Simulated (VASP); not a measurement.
Band structure of Cd2SeS (space group P3m1). Computed with modified Becke-Johnson potential (mBJ) with spin-orbit coupling, VASP's PBE PAW potentials (set 64) (plane waves; VASP).

mBJ is a potential without an energy functional, so only the levels count.

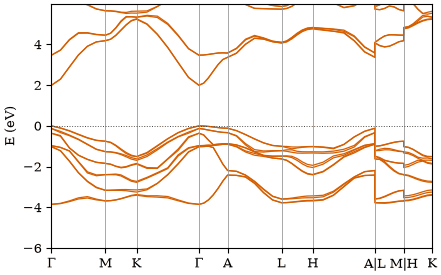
*Bands along high-symmetry lines, zero at the valence-band maximum or, without a gap, the Fermi level*

**Question.** Read the plot: is there a gap, and where are the band edges?

**Answer.** The gap is direct, 1.99 eV, from the valence maximum at Γ to the conduction minimum at Γ.

The structure comes from a computed database's Cd2SeS entry (P3m1); how it stands against other phases isn't given here. It was relaxed first. The k-mesh is coarse (spacing up to 0.42 per Å, 2π included), so the numbers may not be converged in it. The cell's shape comes from a PBE relaxation.
